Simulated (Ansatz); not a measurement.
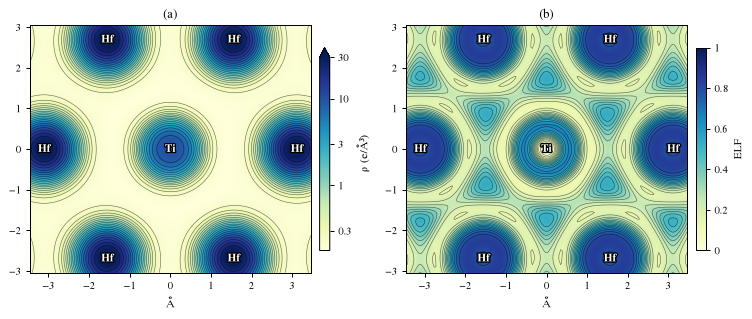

Figure 1: Hf3Ti. (a) valence charge density (pseudo); (b) ELF on the (111) plane of the conventional cell.

Space group Pm-3m; started from the Cu3Au (L1_2)_221 prototype, which need not be the ambient phase; computed without spin polarisation.

The calculation used Ansatz 0.2.0, DFT PBE, scalar-relativistic, plane waves, PAW.

Core electrons are frozen (PAW), and the valence fields are smoothed inside the atomic spheres.

```cif
data_structure
_symmetry_space_group_name_H-M 'P 1'
_symmetry_Int_Tables_number 1
_cell_length_a 4.3987
_cell_length_b 4.3987
_cell_length_c 4.3987
_cell_angle_alpha 90.000
_cell_angle_beta 90.000
_cell_angle_gamma 90.000
_cell_volume 85.11
loop_
_atom_site_label
_atom_site_type_symbol
_atom_site_fract_x
_atom_site_fract_y
_atom_site_fract_z
_atom_site_occupancy
Hf1 Hf 0.00000 0.50000 0.50000 1
Hf2 Hf 0.50000 0.00000 0.50000 1
Hf3 Hf 0.50000 0.50000 0.00000 1
Ti1 Ti 0.00000 0.00000 0.00000 1
```

Describe what can be read from this map.

Answer. The section cuts through Hf and Ti sites.
Hf–Hf (3.11 Å): ρ is about 0.2 e/Å³ halfway; the ELF is about 0.25 at the midpoint; no localised pair shows between them.
Hf–Ti (3.11 Å): ρ at the midpoint is about 0.18 e/Å³; the ELF is about 0.25 at the midpoint (no shared electron pair shows on this line).
Between the atoms the lowest density in this plane is 0.18 e/Å³.
The features right at Hf and Ti lie inside the PAW spheres, where the map follows smoothed inner orbitals and isn't to be read closely.
